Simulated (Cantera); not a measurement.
Feed: 1 mol FeS, 86 mol H₂, 0.21 mol H₂O, held at 6.80 bar.

These are equilibrium values from Cantera (NASA tables, ideal gas, pure condensed phases), not measurements of a reactor. Candidate condensed phases: Fe, FeO, Fe(OH)₂, Fe(OH)₃, FeS, FeSO₄, FeS₂, Fe₂O₃, Fe₂(SO₄)₃, Fe₃O₄, H₂O, H₂SO₄, S; 22 gas species. Metal and sulfide melt together well below either melting point, which pure phases cannot show. Mutual solubility and eutectic melting of coexisting phases are not modelled. FeS: taken at fixed stoichiometry. Equilibrium is a limit: real reactors are often held back by kinetics, nucleation or transport.

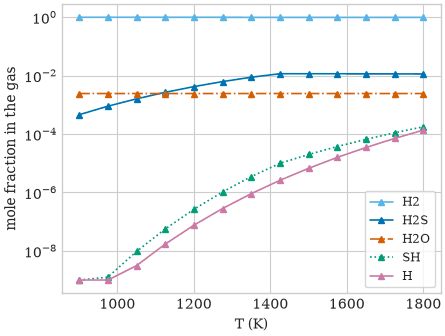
Fig. 1. Equilibrium gas composition (values under 1e-9 drawn at 1e-9)

From 900 K to 1125 K the condensed part is Fe(α) + FeS(s). From 1200 K to 1350 K the condensed part is Fe(γ) + FeS(s). From 1425 K to 1650 K the condensed part is Fe(γ). From 1725 K to 1800 K the condensed part is Fe(δ).
